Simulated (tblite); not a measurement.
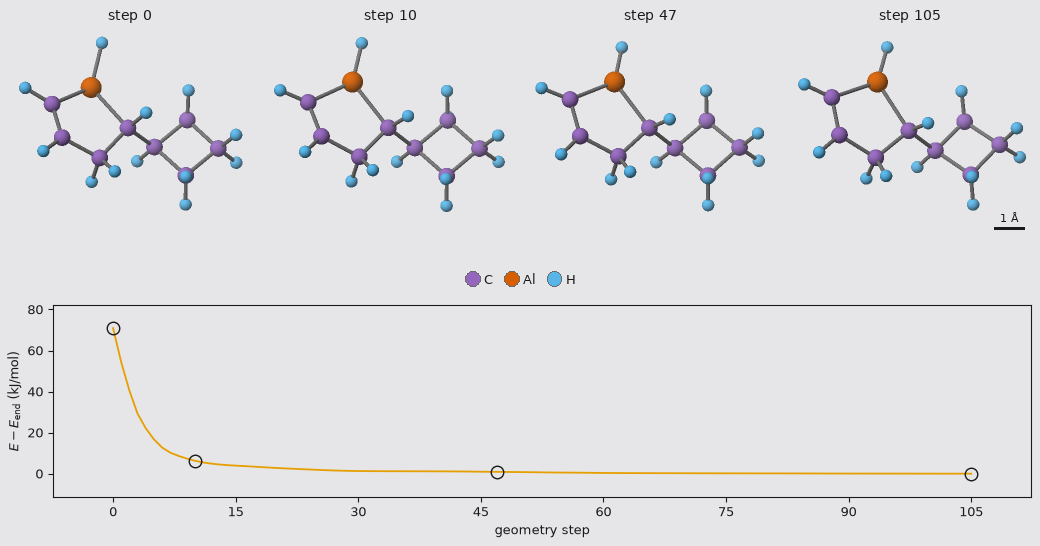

Frames of a relaxation of C8H13Al, marked on the history of the run. The picture is a ball-and-stick view, seen at a tilt.

These are results of GFN2-xTB geometry optimisation, gas phase in tblite, not measurements. 

What happens along the run?

Answer. The energy falls by 70.9 kJ/mol in 105 geometry steps. The Al atom moves most after the best rigid fit: 0.44 Å. By element the largest moves are Al 0.44 Å, H 0.38 Å, C 0.27 Å. Among the contacts that change: Al–H 1.596 → 1.545 Å, Al–C 1.925 → 1.962 Å, C–C 1.549 → 1.524 Å, C–C 1.319 → 1.343 Å. Bond angles that change, for instance: Al–C–H 125.3° → 138.1°, C–Al–H 126.0° → 135.4°, Al–C–C 112.0° → 120.8°. Cost: 1 s on 1 thread of Arm Neoverse V1, with other jobs on the host. From step 0 to 10: the Al atom moves most (0.30 Å), energy −64.6 kJ/mol. From step 10 to 47: an H atom moves most (0.25 Å), energy −5.41 kJ/mol. From step 47 to 105: an H atom moves most (0.21 Å), energy −0.89 kJ/mol.

| step | E − E(0), kJ/mol |
| --- | --- |
| 0 | 0.00 |
| 1 | -16.69 |
| 2 | -30.48 |
| 3 | -41.74 |
| 4 | -48.78 |
| 5 | -54.19 |
| 6 | -58.16 |
| 7 | -60.65 |
| 8 | -62.23 |
| 9 | -63.50 |
| 10 | -64.59 |
| 15 | -66.97 |
| 20 | -68.11 |
| 25 | -69.01 |
| 30 | -69.60 |
| 35 | -69.70 |
| 40 | -69.75 |
| 45 | -69.93 |
| 50 | -70.11 |
| 55 | -70.35 |
| 60 | -70.53 |
| 65 | -70.63 |
| 70 | -70.67 |
| 75 | -70.72 |
| 80 | -70.75 |
| 85 | -70.78 |
| 90 | -70.83 |
| 95 | -70.85 |
| 100 | -70.87 |
| 105 | -70.89 |
